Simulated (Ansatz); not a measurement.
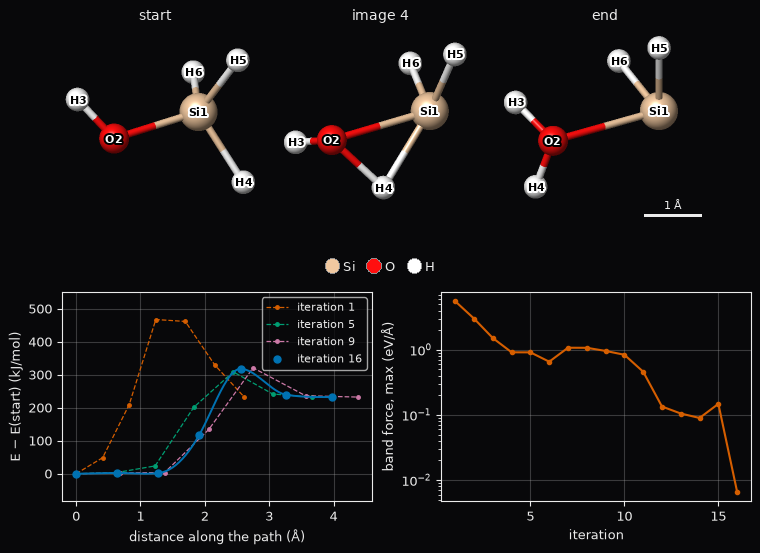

A nudged-elastic-band calculation for SiH$_{4}$O. Images are numbered from 0 (start) to 6 (end). The plot follows the band through its iterations. The picture is a ball-and-stick view, seen at a tilt.

These are results of RKS r2SCANh/def2-SVP (Ansatz 0.2.0), not measurements.

Input file:
```yaml
crystal:
  periodic: [false, false, false]
  atoms:
    - { symbol: Si, position_ang: [0.301815, -0.020953, 0.08198] }
    - { symbol: O, position_ang: [0.59269, -0.113768, 1.716477] }
    - { symbol: H, position_ang: [-0.170186, -0.171875, 2.297085] }
    - { symbol: H, position_ang: [1.630577, 0.054719, -0.573053] }
    - { symbol: H, position_ang: [-0.499161, 1.187657, -0.278126] }
    - { symbol: H, position_ang: [-0.435235, -1.217181, -0.425762] }
basis:
  gaussian: { orbitals: def2-SVP }
hamiltonian:
  xc: r2scanh
neb:
  order_check: false
  images: 5
  f_tol: 0.05
  max_iterations: 60
  final_atoms:
    - { symbol: Si, position_ang: [0.03686555, 0.18821556, -0.73385959] }
    - { symbol: O, position_ang: [0.942933, 0.14401884, 1.12511948] }
    - { symbol: H, position_ang: [0.40196071, -0.30916486, 1.78500102] }
    - { symbol: H, position_ang: [1.78730562, -0.32280072, 1.0864998] }
    - { symbol: H, position_ang: [-1.02251509, 1.10204986, -0.11988958] }
    - { symbol: H, position_ang: [-0.72604979, -1.08371969, -0.32427014] }
  initial_path:
    images:
      - { positions_ang: [[0.301815, -0.020953, 0.08198], [0.59269, -0.113768, 1.716477], [-0.170186, -0.171875, 2.297085], [1.630577, 0.054719, -0.573053], [-0.499161, 1.187657, -0.278126], [-0.435235, -1.217181, -0.425762]] }
      - { positions_ang: [[0.20201424, -0.01390904, 0.05425661], [0.73931693, -0.07599078, 1.6681204], [-0.07301191, -0.2085458, 2.16597226], [1.63030325, 0.03646331, -0.27321868], [-0.56034215, 1.18903663, -0.34891563], [-0.51778036, -1.20845532, -0.44761397]] }
      - { positions_ang: [[0.10221347, -0.00686507, 0.02653323], [0.88594385, -0.03821355, 1.61976381], [0.02416219, -0.2452166, 2.03485953], [1.63002951, 0.01820761, 0.02661563], [-0.6215233, 1.19041626, -0.41970526], [-0.60032572, -1.19972964, -0.46946594]] }
      - { positions_ang: [[0.00241271, 0.00017889, -0.00119016], [1.03257078, -0.00043633, 1.57140721], [0.12133628, -0.28188741, 1.90374679], [1.62975576, -4.808e-05, 0.32644995], [-0.68270444, 1.19179589, -0.49049489], [-0.68287108, -1.19100397, -0.49131791]] }
      - { positions_ang: [[0.01389699, 0.06285778, -0.2454133], [1.00269152, 0.0477154, 1.42264464], [0.21487776, -0.29097989, 1.86416487], [1.68227238, -0.10763229, 0.5797999], [-0.79597466, 1.16188054, -0.36695978], [-0.69726399, -1.15524254, -0.43563532]] }
      - { positions_ang: [[0.02538127, 0.12553667, -0.48963645], [0.97281226, 0.09586712, 1.27388206], [0.30841923, -0.30007237, 1.82458294], [1.734789, -0.21521651, 0.83314985], [-0.90924487, 1.1319652, -0.24342468], [-0.71165689, -1.11948111, -0.37995273]] }
      - { positions_ang: [[0.03686555, 0.18821556, -0.73385959], [0.942933, 0.14401884, 1.12511948], [0.40196071, -0.30916486, 1.78500102], [1.78730562, -0.32280072, 1.0864998], [-1.02251509, 1.10204986, -0.11988958], [-0.72604979, -1.08371969, -0.32427014]] }
```

Command:
```bash
ansatz run input.yaml --threads 1 --pin off --max-ram 2048MiB --backend cpu --events-out ev --progress --plain --runs-dir out
```

Q: Judge this run.

A: The result is final at these settings. The band converged in 16 iterations. The largest component of the band force went from 5.5 to 0.0066 eV/Å. The climbing image converged on the top of the path. Its vibrational analysis gives one imaginary mode (1415i cm⁻¹), as a transition state must have. The first iteration put the highest image at 467.5 kJ/mol. Forward barrier 317.9 kJ/mol, backward barrier 85.6 kJ/mol, with image 4 at the top; the reaction energy is +232.3 kJ/mol.

The run took 110 s on 1 thread of Arm Neoverse V2 (shared host), peak memory 0.1 GiB.
